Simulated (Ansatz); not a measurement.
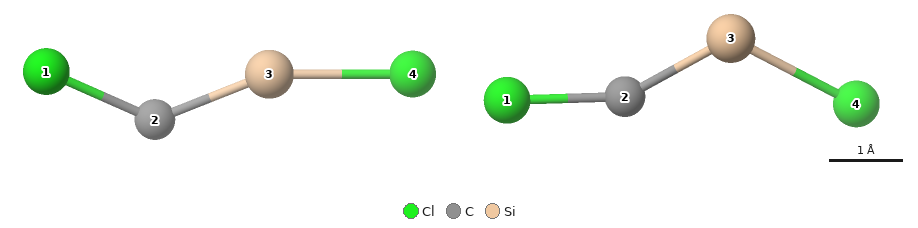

Two geometries of SiCCl2, drawn at one scale. One is the start of a relaxation, the other its converged end. A ball-and-stick model, seen at a tilt.

Computed with RKS LDA/def2-SVP in Ansatz. (no spin polarisation; force threshold 0.02 eV/Å; at most 40 steps)

Which one is relaxed?

Answer. The right one is the relaxed one. The run prepares the start of a later molecular dynamics calculation, from a guessed geometry. The largest move after the best rigid fit is that of Si3, 0.57 Å. By element the largest moves are Si 0.57 Å, Cl 0.51 Å, C 0.39 Å. Some distances before and after: Cl1–C2 1.713 → 1.634 Å, Si3–Cl4 1.987 → 2.063 Å, C2–Si3 1.717 → 1.703 Å. Among the angles between lasting bonds that change: C2–Si3–Cl4 155.4° → 117.0°, Cl1–C2–Si3 129.0° → 149.2°. The energy falls by 15.5 kcal/mol in 7 geometry steps. The largest force component goes from 1.6 to 0.0052 eV/Å.
